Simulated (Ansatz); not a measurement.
## Geometry relaxation of C₂H₆O₂Si (part 2 of 2)

Continued. System: C₂H₆O₂Si, SMILES [SiH3]OC1CO1. Method: RKS PBE-D4/def2-SVP (Ansatz 0.2.0). The geometry: force-field start.

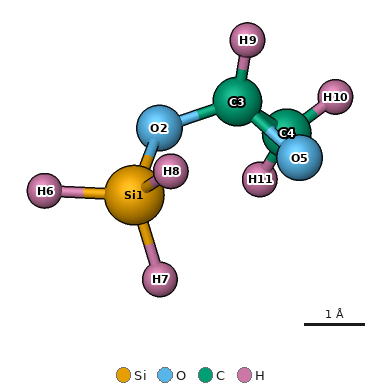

Fig. 1: The geometry at step 16 of the log (ball-and-stick view, seen at a tilt; atoms are numbered from 1 in the order of the input).

**Trajectory as extended XYZ, continued**
```
11
Properties=species:S:1:pos:R:3:forces:R:3 step=8 energy=-14124.47673
Si   -1.1687    0.8263    1.2991    0.0061  -0.0162   0.1022
O    -0.3148    0.7303   -0.1621    0.0291   0.0002  -0.0702
C     0.7882   -0.0836   -0.3446   -0.0043  -0.0349   0.0127
C     0.8660   -0.9106   -1.5568   -0.0445  -0.0220   0.0579
O     0.5883   -1.4834   -0.2580    0.0350   0.0834  -0.0728
H    -2.1545    1.9356    1.0970    0.0104  -0.0111   0.0047
H    -1.8798   -0.4600    1.6169    0.0010   0.0292  -0.0154
H    -0.2233    1.1570    2.4295   -0.0324  -0.0068  -0.0349
H     1.7091    0.2893    0.1568   -0.0461  -0.0195  -0.0252
H     1.8447   -1.1758   -1.9984    0.0204  -0.0112  -0.0054
H     0.0101   -0.8820   -2.2588    0.0253   0.0090   0.0463
11
Properties=species:S:1:pos:R:3:forces:R:3 step=9 energy=-14124.47764
Si   -1.1713    0.8192    1.2953    0.0017  -0.0174   0.0873
O    -0.3176    0.7356   -0.1678    0.0273   0.0076  -0.0424
C     0.7930   -0.0679   -0.3506    0.0034  -0.0345   0.0040
C     0.8642   -0.9171   -1.5483   -0.0369  -0.0183   0.0633
O     0.6115   -1.4679   -0.2348    0.0317   0.0783  -0.0779
H    -2.1326    1.9537    1.1145    0.0090  -0.0133   0.0037
H    -1.9148   -0.4566    1.5843    0.0170   0.0409  -0.0129
H    -0.2213    1.1089    2.4339   -0.0376  -0.0159  -0.0452
H     1.7160    0.3265    0.1312   -0.0584  -0.0283  -0.0316
H     1.8402   -1.1804   -1.9980    0.0078  -0.0061  -0.0020
H    -0.0018   -0.9111   -2.2390    0.0350   0.0070   0.0537
11
Properties=species:S:1:pos:R:3:forces:R:3 step=10 energy=-14124.47873
Si   -1.1746    0.8109    1.2885   -0.0044  -0.0420   0.0575
O    -0.3221    0.7469   -0.1781    0.0282   0.0144  -0.0098
C     0.7979   -0.0441   -0.3594    0.0104  -0.0382  -0.0078
C     0.8615   -0.9265   -1.5342   -0.0252  -0.0111   0.0766
O     0.6412   -1.4430   -0.2006    0.0266   0.0791  -0.0876
H    -2.1035    1.9778    1.1413    0.0169  -0.0210   0.0090
H    -1.9579   -0.4511    1.5352    0.0269   0.0581  -0.0089
H    -0.2162    1.0341    2.4353   -0.0446  -0.0078  -0.0521
H     1.7225    0.3787    0.0948   -0.0646  -0.0354  -0.0355
H     1.8338   -1.1887   -1.9938   -0.0110   0.0003   0.0052
H    -0.0171   -0.9521   -2.2084    0.0409   0.0035   0.0533
11
Properties=species:S:1:pos:R:3:forces:R:3 step=11 energy=-14124.47955
Si   -1.1767    0.8022    1.2828   -0.0187   0.0048   0.0347
O    -0.3222    0.7563   -0.1850    0.0083   0.0064   0.0265
C     0.8027   -0.0272   -0.3663    0.0212  -0.0583  -0.0188
C     0.8598   -0.9328   -1.5241   -0.0277  -0.0092   0.0802
O     0.6636   -1.4251   -0.1777    0.0172   0.0939  -0.0815
H    -2.0819    1.9923    1.1630    0.0255  -0.0385   0.0017
H    -1.9904   -0.4449    1.5013    0.0339   0.0439  -0.0115
H    -0.2176    0.9844    2.4350   -0.0339  -0.0164  -0.0467
H     1.7285    0.4134    0.0677   -0.0597  -0.0353  -0.0371
H     1.8284   -1.1949   -1.9920   -0.0179   0.0030   0.0046
H    -0.0288   -0.9809   -2.1841    0.0516   0.0056   0.0479
11
Properties=species:S:1:pos:R:3:forces:R:3 step=13 energy=-14124.48157
Si   -1.1800    0.7821    1.2658   -0.0147   0.0215   0.0129
O    -0.3078    0.7974   -0.1943    0.0120   0.0077   0.0490
C     0.8205    0.0219   -0.3836    0.0214  -0.1496  -0.0226
C     0.8469   -0.9486   -1.4907   -0.0634   0.0082   0.1361
O     0.7123   -1.3687   -0.1107    0.0262   0.1757  -0.1421
H    -2.0355    2.0153    1.2106    0.0324  -0.0646   0.0023
H    -2.0494   -0.4405    1.3905    0.0426   0.0525   0.0000
H    -0.2294    0.8546    2.4375   -0.0503  -0.0194  -0.0571
H     1.7555    0.4980   -0.0122   -0.0622  -0.0377  -0.0382
H     1.7998   -1.2229   -1.9825   -0.0147  -0.0022   0.0087
H    -0.0674   -1.0457   -2.1098    0.0706   0.0080   0.0510
11
Properties=species:S:1:pos:R:3:forces:R:3 step=14 energy=-14124.48345
Si   -1.1793    0.7723    1.2529   -0.0147  -0.0368   0.0280
O    -0.2863    0.8319   -0.1947    0.0074   0.0257   0.0750
C     0.8369    0.0519   -0.3933    0.0255  -0.2051  -0.0369
C     0.8339   -0.9562   -1.4690   -0.0635   0.0217   0.1854
O     0.7365   -1.3303   -0.0708    0.0377   0.2123  -0.1953
H    -2.0193    2.0170    1.2321    0.0375  -0.0597  -0.0022
H    -2.0683   -0.4429    1.3210    0.0550   0.0784  -0.0094
H    -0.2483    0.7821    2.4437   -0.0573  -0.0010  -0.0830
H     1.7820    0.5406   -0.0639   -0.0893  -0.0511  -0.0456
H     1.7736   -1.2479   -1.9765   -0.0175  -0.0018   0.0192
H    -0.0961   -1.0755   -2.0610    0.0792   0.0175   0.0648
11
Properties=species:S:1:pos:R:3:forces:R:3 step=15 energy=-14124.48647
Si   -1.1780    0.7566    1.2403    0.0134  -0.0488  -0.0107
O    -0.2565    0.8725   -0.1884    0.0075   0.0232   0.1041
C     0.8571    0.0831   -0.4016    0.0207  -0.2418  -0.0625
C     0.8161   -0.9623   -1.4435   -0.0359   0.0438   0.2434
O     0.7629   -1.2877   -0.0283    0.0414   0.2296  -0.2543
H    -2.0034    2.0100    1.2496    0.0195  -0.0486   0.0013
H    -2.0833   -0.4504    1.2370    0.0762   0.0970   0.0062
H    -0.2703    0.7161    2.4486   -0.0734  -0.0132  -0.0913
H     1.8142    0.5809   -0.1210   -0.1207  -0.0691  -0.0516
H     1.7387   -1.2765   -1.9699   -0.0337   0.0034   0.0373
H    -0.1321   -1.0994   -2.0023    0.0850   0.0246   0.0781
11
Properties=species:S:1:pos:R:3:forces:R:3 step=16 energy=-14124.49139
Si   -1.1747    0.7423    1.2190    0.0622  -0.1083  -0.0389
O    -0.2129    0.9283   -0.1803   -0.0245   0.0209   0.1746
C     0.8842    0.1219   -0.4133    0.0157  -0.2867  -0.0830
C     0.7923   -0.9684   -1.4092   -0.0089   0.0732   0.3176
O     0.7964   -1.2316    0.0237    0.0414   0.2513  -0.3391
H    -1.9937    1.9986    1.2693    0.0281  -0.0416  -0.0063
H    -2.0863   -0.4576    1.1367    0.0631   0.1069  -0.0174
H    -0.3069    0.6225    2.4509   -0.0628   0.0277  -0.1048
H     1.8559    0.6259   -0.1964   -0.1624  -0.0930  -0.0561
H     1.6909   -1.3155   -1.9582   -0.0608   0.0160   0.0620
H    -0.1798   -1.1233   -1.9217    0.1090   0.0338   0.0912
11
Properties=species:S:1:pos:R:3:forces:R:3 step=17 energy=-14124.49819
Si   -1.1689    0.7171    1.2027    0.0719  -0.0364  -0.1227
O    -0.1700    0.9775   -0.1620   -0.0034  -0.0247   0.2041
C     0.9097    0.1558   -0.4224    0.0010  -0.2770  -0.0912
C     0.7676   -0.9712   -1.3728    0.0104   0.0889   0.3456
O     0.8359   -1.1800    0.0700    0.0215   0.2415  -0.3789
H    -1.9805    1.9759    1.2841    0.0115  -0.0301   0.0039
H    -2.0967   -0.4616    1.0206    0.1115   0.0993   0.0340
H    -0.3349    0.5532    2.4523   -0.0893  -0.0200  -0.1117
H     1.8927    0.6632   -0.2714   -0.1911  -0.1026  -0.0504
H     1.6391   -1.3468   -1.9472   -0.0777   0.0245   0.0764
H    -0.2286   -1.1402   -1.8333    0.1335   0.0365   0.0910
11
Properties=species:S:1:pos:R:3:forces:R:3 step=18 energy=-14124.50627
Si   -1.1636    0.7036    1.1716    0.1604  -0.1613  -0.1066
O    -0.1124    1.0428   -0.1409   -0.0249  -0.0443   0.2380
C     0.9398    0.1960   -0.4339   -0.0082  -0.2690  -0.0779
C     0.7346   -0.9717   -1.3245    0.0261   0.1072   0.3610
O     0.8789   -1.1152    0.1233    0.0055   0.2183  -0.4341
H    -1.9764    1.9582    1.2970    0.0134  -0.0464  -0.0133
H    -2.0695   -0.4774    0.8976    0.0778   0.1645   0.0010
H    -0.3834    0.4452    2.4400   -0.0807   0.0623  -0.1181
H     1.9354    0.6989   -0.3626   -0.2460  -0.1145  -0.0373
H     1.5704   -1.3866   -1.9260   -0.0997   0.0421   0.0959
H    -0.2884   -1.1509   -1.7211    0.1763   0.0412   0.0912
11
Properties=species:S:1:pos:R:3:forces:R:3 step=20 energy=-14124.49985 accepted=F
Si   -1.1686    0.6923    1.1643    0.0997  -0.1738   0.0145
O     0.0439    1.0884    0.0429   -0.1326   0.0102  -0.3536
C     0.9850    0.2211   -0.4693    0.3626   0.1267   0.4586
C     0.7027   -0.9956   -1.2539   -0.3484   0.2387  -0.0032
O     1.0705   -1.0594    0.1392    0.0152  -0.0002  -0.0296
H    -1.9778    1.9452    1.2914    0.0003   0.0127  -0.0487
H    -2.0275   -0.4345    0.6604   -0.0469   0.0016   0.0093
H    -0.5949    0.3327    2.5056    0.0028  -0.0066  -0.0114
H     1.9445    0.7562   -0.6066    0.0954  -0.0566  -0.0141
H     1.4448   -1.4070   -1.9623    0.0142   0.0379  -0.0484
H    -0.3572   -1.1965   -1.4911   -0.0623  -0.1906   0.0264
11
Properties=species:S:1:pos:R:3:forces:R:3 step=21 energy=-14124.52972
Si   -1.1499    0.6760    1.1439    0.1133  -0.0412  -0.0728
O    -0.0123    1.1059   -0.0583   -0.0121  -0.0502   0.0821
C     0.9822    0.2290   -0.4417   -0.0093  -0.0449  -0.0255
C     0.6872   -0.9645   -1.2617   -0.0001   0.0215   0.1183
O     0.9696   -1.0575    0.1606   -0.0009   0.0588  -0.1299
H    -1.9833    1.9141    1.2729   -0.0090  -0.0134  -0.0012
H    -2.0181   -0.4815    0.7210    0.0232   0.0536   0.0039
H    -0.4787    0.3602    2.4522   -0.0320   0.0196  -0.0290
H     1.9771    0.7235   -0.4968   -0.1149  -0.0495   0.0012
H     1.4583   -1.4038   -1.9251   -0.0508   0.0181   0.0378
H    -0.3668   -1.1586   -1.5465    0.0925   0.0276   0.0151
11
Properties=species:S:1:pos:R:3:forces:R:3 step=22 energy=-14124.53303
Si   -1.1403    0.6690    1.1379   -0.0167  -0.0069  -0.0003
O     0.0299    1.1184   -0.0178   -0.0216  -0.0019   0.0102
C     0.9976    0.2346   -0.4439    0.0303   0.0134   0.0002
C     0.6716   -0.9627   -1.2417   -0.0057   0.0142   0.0015
O     1.0105   -1.0467    0.1643   -0.0024  -0.0088  -0.0085
H    -1.9934    1.8948    1.2525    0.0120   0.0129   0.0032
H    -1.9941   -0.4769    0.6660    0.0231  -0.0084  -0.0013
H    -0.5263    0.3439    2.4702   -0.0005   0.0013  -0.0265
H     1.9856    0.7280   -0.5457   -0.0168  -0.0139   0.0017
H     1.4143   -1.4021   -1.9347   -0.0171  -0.0001   0.0132
H    -0.3900   -1.1572   -1.4866    0.0154  -0.0018   0.0066
11
Properties=species:S:1:pos:R:3:forces:R:3 step=23 energy=-14124.53334
Si   -1.1405    0.6660    1.1326    0.0047   0.0036   0.0189
O     0.0341    1.1237   -0.0139    0.0138   0.0035  -0.0143
C     0.9995    0.2379   -0.4423   -0.0032   0.0094  -0.0064
C     0.6659   -0.9600   -1.2354    0.0133  -0.0024  -0.0037
O     1.0127   -1.0424    0.1683   -0.0052  -0.0068   0.0073
H    -1.9909    1.8934    1.2519   -0.0092  -0.0060  -0.0052
H    -1.9805   -0.4853    0.6493   -0.0006   0.0069   0.0057
H    -0.5281    0.3392    2.4639   -0.0052  -0.0091  -0.0041
H     1.9874    0.7286   -0.5497   -0.0016   0.0001   0.0003
H     1.4027   -1.4045   -1.9307   -0.0040  -0.0004  -0.0001
H    -0.3969   -1.1537   -1.4734   -0.0028   0.0011   0.0018
```

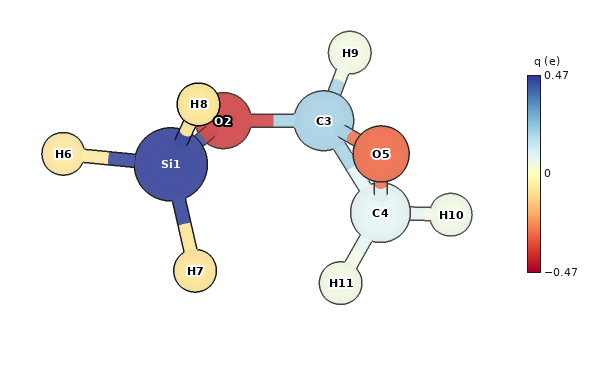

Fig. 2: Mulliken charges, as the colour of each atom (ball-and-stick view, seen at a tilt; atoms are numbered from 1 in the order of the input). By element: Si +0.45, O −0.40 to −0.29, C +0.09 to +0.22 and H −0.08 to +0.05 e.

This output came from the following input.

**Input**
```yaml
crystal:
  periodic: [false, false, false]
  atoms:
    - {symbol: Si, position_ang: [-1.126200, 0.825400, 1.298600]}
    - {symbol: O, position_ang: [-0.497500, 0.619400, -0.211500]}
    - {symbol: C, position_ang: [0.642100, -0.210800, -0.282500]}
    - {symbol: C, position_ang: [0.977900, -0.886500, -1.594600]}
    - {symbol: O, position_ang: [0.447400, -1.624400, -0.459200]}
    - {symbol: H, position_ang: [-2.245600, 1.908000, 1.180000]}
    - {symbol: H, position_ang: [-1.720100, -0.391200, 1.815900]}
    - {symbol: H, position_ang: [-0.090800, 1.380100, 2.213100]}
    - {symbol: H, position_ang: [1.568800, 0.109400, 0.318500]}
    - {symbol: H, position_ang: [1.925500, -1.061900, -1.889200]}
    - {symbol: H, position_ang: [0.183900, -0.724600, -2.368600]}
basis:
  gaussian: {orbitals: def2-SVP}
hamiltonian: {xc: pbe, dispersion: d4}
relax: {f_tol: 0.03, max_steps: 200}
```

Command:
```bash
ansatz run in.yaml --threads 4 --pin off --events-out ev --progress --plain --max-ram 10444MiB
```

**Key numbers**

```tsv
quantity	value
outcome	converged
total energy	−14124.5334 eV
mean-field energy	−14124.3193 eV
dispersion energy	−0.2141 eV
SCF solution under orbital rotations	stable
largest force (length of the vector) at the end	0.020 eV/Å
dipole moment	1.13 D
hardware	4 threads of Arm Neoverse V1, 23 GiB of memory available, shared host
wall time	26 s (CPU time 92 s)
peak memory	0.14 GiB
```
